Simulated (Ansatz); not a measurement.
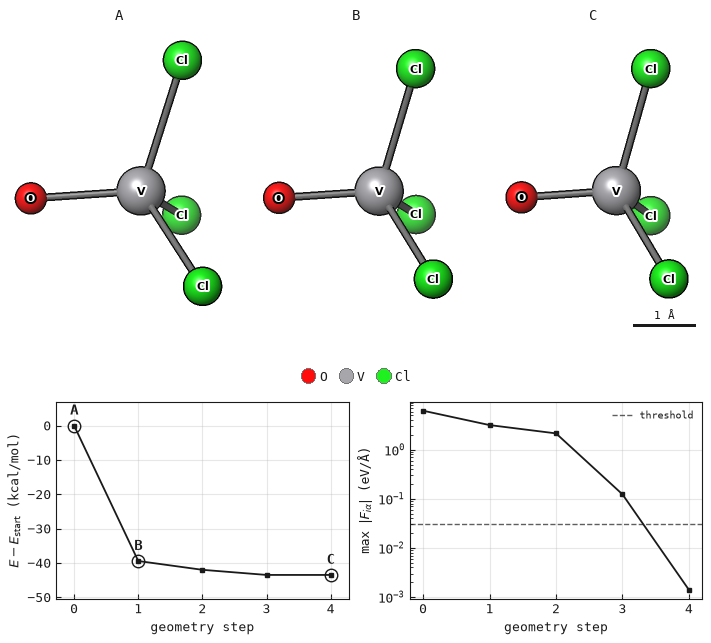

Frames of a relaxation of VOCl$_{3}$ (coarse preliminary run), marked on the history of the run. The picture is a ball-and-stick view, seen from a free direction.

The start comes from a force field.

All numbers below come from RKS PBE-D4/def2-SVP in Ansatz.

Input file:
```yaml
crystal:
  periodic: [false, false, false]
  atoms:
    - {symbol: O, position_ang: [0.243600, -1.660700, 0.944700]}
    - {symbol: V, position_ang: [0.001200, -0.109000, 0.053900]}
    - {symbol: Cl, position_ang: [-1.347800, 1.364600, 1.292900]}
    - {symbol: Cl, position_ang: [-0.955400, -0.514200, -2.004000]}
    - {symbol: Cl, position_ang: [2.108200, 0.845600, -0.329000]}
basis:
  gaussian: {orbitals: def2-SVP}
hamiltonian: {xc: pbe, dispersion: d4}
relax: {f_tol: 0.03, max_steps: 200}
```

Run as
```bash
ansatz run in.yaml --threads 4 --pin off --events-out ev --progress --plain --max-ram 10444MiB
```

Describe the path.

The largest move after the best rigid fit is that of O1, 0.27 Å. By element the largest moves are O 0.27 Å, Cl 0.22 Å, V 0.03 Å. Among the contacts that change: O1–V2 1.806 → 1.558 Å, V2–Cl3 2.351 → 2.147 Å, V2–Cl5 2.345 → 2.147 Å, V2–Cl4 2.305 → 2.147 Å. Bond angles that change, for instance: Cl4–V2–Cl5 107.4° → 110.9°, O1–V2–Cl3 110.8° → 108.0°, O1–V2–Cl4 110.2° → 108.0°. Over 4 geometry steps the energy falls by 43.5 kcal/mol. The largest force component goes from 6.2 to 0.0014 eV/Å. The run took 3.1 s on 4 threads of AMD EPYC 9R45 96-Core, on a shared host. From step 0 to 1: Cl3 moves most (0.20 Å), energy −39.4 kcal/mol. From step 1 to 4: O1 moves most (0.09 Å), energy −4.06 kcal/mol.

| step | E − E(0), kcal/mol | largest force component, eV/Å |
| --- | --- | --- |
| 0 | 0.00 | 6.2416 |
| 1 | -39.42 | 3.1808 |
| 2 | -41.98 | 2.1536 |
| 3 | -43.47 | 0.1233 |
| 4 | -43.48 | 0.0014 |
